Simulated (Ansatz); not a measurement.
# C2H3F3 (1,1,2-trifluoroethane): PBE0/def2-SVP

Aim: the vertical ionisation energy of C2H3F3 (1,1,2-trifluoroethane) at PBE0/def2-SVP, from 2 runs. 

The results are computed with Ansatz 0.2.0.

54 further runs of the same task are left out: 54 set aside as unsound or not needed.

## 1. The molecule

C2H3F3: 8 atoms, total charge 0, spin state singlet. As SMILES, `FCC(F)F`. The coordinates come from a PBE0-D4/def2-TZVP relaxation. This is one conformer, not always the lowest.

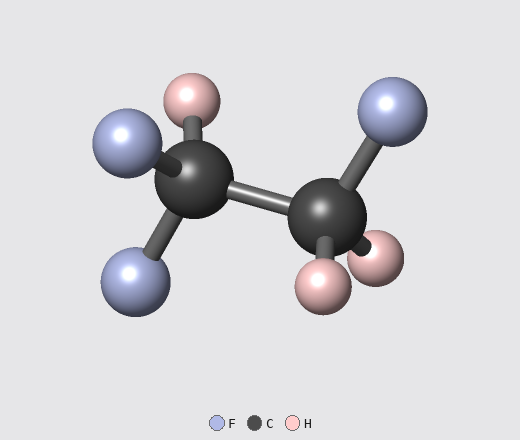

The structure, seen from a chosen angle (fluorine light blue, carbon dark grey, hydrogen pink).

## 2. A single-point energy at PBE0/def2-SVP

Input file run.yaml:

```yaml
crystal:
  periodic: [false, false, false]
  atoms:
    - {symbol: F, position_ang: [-1.142800, -0.681000, 1.163100]}
    - {symbol: C, position_ang: [-0.188200, 0.195100, 0.711800]}
    - {symbol: C, position_ang: [0.172900, -0.152400, -0.711300]}
    - {symbol: F, position_ang: [0.824200, -1.335800, -0.756500]}
    - {symbol: F, position_ang: [1.011700, 0.803600, -1.182200]}
    - {symbol: H, position_ang: [0.701700, 0.118900, 1.342500]}
    - {symbol: H, position_ang: [-0.588500, 1.211500, 0.747300]}
    - {symbol: H, position_ang: [-0.698800, -0.217000, -1.370500]}
basis:
  gaussian: {orbitals: def2-SVP}
hamiltonian: {xc: {name: PBE0}}
accuracy: high
output: {orbitals: {seedname: orbitals}}
```

The run is started by

```console
$ ansatz run run.yaml --threads 1 --pin off --max-ram 3480MiB --events-out events.jsonl --progress --plain --runs-dir runs
```

The log of the run:

```text
Warning: RAYON_NUM_THREADS=1 ignored (pool sized by the plan → 1); use --threads N
Functional definition: PBE0
  name "PBE0"
  parameter a = 0.25
  parameter kappa = 0.804
  parameter beta = 0.06672455060314922
  exchange = (1 - a)*pbe_x(kappa = kappa, mu = beta*pi^2/3) + a*exact_x
  correlation = pbe_c(beta = beta)
1972 factors; integrals over basis functions are off by at most 3.4e-9 eV
mean field evaluation 1: about -10253.2696 eV, gradient 3.1e1 eV
mean field evaluation 2: about -10253.4050 eV, gradient 3.1e1 eV
mean field evaluation 4: about -10254.8900 eV, gradient 1.3e0 eV
mean field evaluation 8: about -10255.1317 eV, gradient 1.6e-1 eV
mean field evaluation 16: about -10255.1318 eV, gradient 1.9e-5 eV
mean field -10255.13176146 eV, -376.8691410558 hartree, gradient 3.7e-8 eV, S^2 0.000000; 0 other end points of the search recorded, 0 dependent functions left out
reference -10255.13176320 eV, -376.8691411195 hartree; 21, 21 occupied and 64, 64 virtual orbitals, 1972 factors
Total energy: -10255.13176320 eV, -376.8691411195 hartree
```

Run time: 6.6 s. Hardware: 1 thread of Arm Neoverse V1, shared host; peak memory 0.28 GiB.

## 3. The doublet cation

run.yaml, as its differences from that of step 2:

```diff
@@ -12,4 +12,10 @@
 basis:
-  gaussian: {orbitals: def2-SVP}
-hamiltonian: {xc: {name: PBE0}}
+  gaussian:
+    orbitals: def2-SVP
+total_charge: 1
+magnetization:
+  spin_polarized: true
+  initial_magnetization: 1
+hamiltonian:
+  xc: {name: PBE0}
 accuracy: high
```

The run is started by

```console
$ ansatz run run.yaml --threads 1 --pin off --max-ram 3480MiB --events-out events.jsonl --progress --plain --runs-dir runs
```

The log of the run, shortened:

```text
Warning: RAYON_NUM_THREADS=1 ignored (pool sized by the plan → 1); use --threads N
[... 7 set-up lines as earlier in the session ...]
1970 factors; integrals over basis functions are off by at most 3.4e-9 eV
mean field evaluation 1: about -10238.5277 eV, gradient 3.6e1 eV
mean field evaluation 2: about -10235.6881 eV, gradient 4.8e1 eV
mean field evaluation 4: about -10242.6483 eV, gradient 3.3e0 eV
mean field evaluation 8: about -10242.9193 eV, gradient 6.9e-1 eV
mean field evaluation 16: about -10242.9296 eV, gradient 4.1e-2 eV
mean field evaluation 32: about -10242.9297 eV, gradient 4.1e-6 eV
mean field -10242.92967098 eV, -376.4207225015 hartree, gradient 8.1e-8 eV, S^2 0.752889; 2 other end points of the search recorded, 0 dependent functions left out
reference -10242.92967269 eV, -376.4207225642 hartree; 21, 20 occupied and 64, 65 virtual orbitals, 1970 factors
Total energy: -10242.92967269 eV, -376.4207225642 hartree
```

It took 18 s on 1 thread of Arm Neoverse V1, shared host; peak memory 0.39 GiB.

## 4. What came out

Level: PBE0/def2-SVP.

| quantity | value |
| --- | --- |
| singlet C2H3F3: total energy | -376.86914 Eh |
| singlet C2H3F3: HOMO energy | -9.54 eV |
| singlet C2H3F3: LUMO energy | 2.05 eV |
| singlet C2H3F3: HOMO–LUMO gap | 11.59 eV |
| doublet cation: total energy | -376.42072 Eh |
| doublet cation: HOMO energy (highest over α and β) | -17.68 eV |
| doublet cation: LUMO energy (lowest over α and β) | -14.87 eV |
| doublet cation: ⟨S²⟩ | 0.753 |
| vertical ionisation energy (to the doublet cation) | 12.202 eV |

**Reading.** Removing an electron at fixed nuclei costs 12.20 eV (1177 kJ/mol). −ε(HOMO) before ionisation, 9.54 eV, is 2.66 eV below this ionisation energy.
